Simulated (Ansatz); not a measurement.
# BCCD(T)/def2-TZVP (core potential) run of InH3 (SMILES [InH3])

What is the energy change on altering one bond length of InH3 at BCCD(T)/def2-TZVP (core potential)? 

Program for the calculation: Ansatz 0.2.0.

32 further runs of the same task are left out: 3 that didn't finish, 29 set aside as unsound or not needed.

**1. The molecule**

InH3: 4 atoms, total charge 0, spin state singlet. SMILES: `[InH3]`. Geometry: relaxed at PBE0-D4/def2-TZVP.

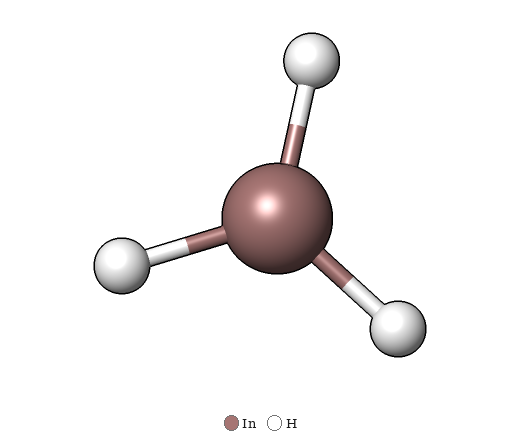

Viewed from a chosen angle; indium brown, hydrogen white.

**2. A single-point energy at BCCD(T)/def2-TZVP (core potential)**

molecule.yaml reads:

```yaml
crystal:
  periodic: [false, false, false]
  atoms:
    - {symbol: In, position_ang: [0.013900, -0.015100, -0.005100]}
    - {symbol: H, position_ang: [0.415500, 1.516000, 0.678200]}
    - {symbol: H, position_ang: [-1.095600, -0.107300, -1.321400]}
    - {symbol: H, position_ang: [0.721800, -1.454000, 0.628000]}
basis:
  gaussian:
    orbitals: def2-TZVP
correlation:
  method: bccd_t
  frozen_orbitals: {H: 0, In: 4}
accuracy: high
scf:
  omitted_lower_state_checks: [cluster_reference, increment]
```

Command:

```bash
$ ansatz run molecule.yaml --threads 1 --pin off --max-ram 3480MiB --events-out events.jsonl --progress --plain --runs-dir runs
```

Standard output (excerpt; [...] marks lines left out):

```text
Warning: RAYON_NUM_THREADS=1 ignored (pool sized by the plan → 1); use --threads N
Functional definition: HF
  name "HF"
[...]
1334 factors; integrals over basis functions are off by at most 2.7e-9 eV
[...]
mean field -5195.02204424 eV, -190.9135388134 hartree, gradient 1.6e-8 eV, S^2 0.000000; 0 other end points of the search recorded, 0 dependent functions left out
4 core orbitals not correlated: weight in the atoms' cores, before any rotation towards them, 1.000 or more for the frozen orbitals, at most 0.000 for the correlated occupied ones
reference -5195.02204424 eV, -190.9135388134 hartree; 8, 8 occupied and 56, 56 virtual orbitals, 1334 factors
second order -7.96760162 eV of doubles, -0.00000000 eV of singles
cycle   1  -8.05847077 eV  change   -9.1e-2 eV  update   7.6e-2
[...]
cycle  19  -8.32343793 eV  change   6.5e-10 eV  update  7.3e-10
perturbative correction -0.22168737 eV, -0.0081468606 hartree
Total energy: -5203.56716954 eV, -191.2275663760 hartree
Checks for a lower state left out: cluster_reference, increment
```

Wall time 7.8 s (1 thread of Arm Neoverse V2, shared host); peak memory 0.34 GiB.

**3. The distorted shape, same level**

run.yaml reads:

```yaml
crystal:
  periodic: [false, false, false]
  atoms:
    - {symbol: In, position_ang: [-0.552419, 1.136018, -0.511579]}
    - {symbol: H, position_ang: [-0.150819, 2.667118, 0.171721]}
    - {symbol: H, position_ang: [-1.661919, 1.043818, -1.827879]}
    - {symbol: H, position_ang: [0.721800, -1.454000, 0.628000]}
basis:
  gaussian:
    orbitals: def2-TZVP
total_charge: 0
scf:
  omitted_lower_state_checks: [cluster_reference, increment]
correlation:
  method: bccd_t
  frozen_orbitals: {H: 0, In: 4}
accuracy: high
```

Command:

```bash
$ ansatz run run.yaml --threads 1 --pin off --max-ram 3480MiB --events-out events.jsonl --progress --plain --runs-dir runs
```

Standard output (excerpt; [...] marks lines left out):

```text
Warning: RAYON_NUM_THREADS=1 ignored (pool sized by the plan → 1); use --threads N
[... 2 set-up lines as earlier in the session ...]
[...]
1303 factors; integrals over basis functions are off by at most 2.7e-9 eV
[...]
mean field -5191.87225473 eV, -190.7977861838 hartree, gradient 4.6e-8 eV, S^2 0.000000; 0 other end points of the search recorded, 0 dependent functions left out; unrestricted orbitals would lower it
4 core orbitals not correlated: weight in the atoms' cores, before any rotation towards them, 1.000 or more for the frozen orbitals, at most 0.000 for the correlated occupied ones
reference -5191.87225473 eV, -190.7977861838 hartree; 8, 8 occupied and 56, 56 virtual orbitals, 1303 factors
second order -7.96163564 eV of doubles, -0.00000000 eV of singles
cycle   1  -8.20729143 eV  change   -2.5e-1 eV  update   1.3e-1
[...]
cycle  23  -8.77786102 eV  change  -2.2e-10 eV  update   1.9e-9
perturbative correction -0.36719233 eV, -0.0134940693 hartree
Total energy: -5201.01730808 eV, -191.1338606958 hartree
Checks for a lower state left out: cluster_reference, increment
```

Run time: 8.4 s. Hardware: 1 thread of Arm Neoverse V2, shared host; peak memory 0.34 GiB.

**4. Summary of results**

Level: BCCD(T)/def2-TZVP (core potential), 4 core orbitals frozen.

| quantity | value |
| --- | --- |
| first shape: total energy | -191.22757 Eh |
| first shape: correlation energy (4 core orbitals frozen) | -314.0 mEh |
| first shape: (T) correction | -8.15 mEh |
| distorted shape: total energy | -191.13386 Eh |
| distorted shape: correlation energy (4 core orbitals frozen) | -336.1 mEh |
| distorted shape: (T) correction | -13.49 mEh |
| energy change with the In1–H4 bond stretched from 1.724 to 3.103 Å | 2.550 eV |

What this shows: With the In1–H4 bond stretched from 1.724 to 3.103 Å the energy rises by 2.55 eV (246 kJ/mol). The first shape isn't relaxed at this level, so the change isn't measured from a minimum. A restricted reference can't describe the breaking bond well at this length. The triples (first shape) make up 2.6 % of the correlation energy. The restricted solution (distorted shape) is unstable to spin breaking: an unrestricted one lies lower. The triples (distorted shape) make up 4.0 % of the correlation energy.
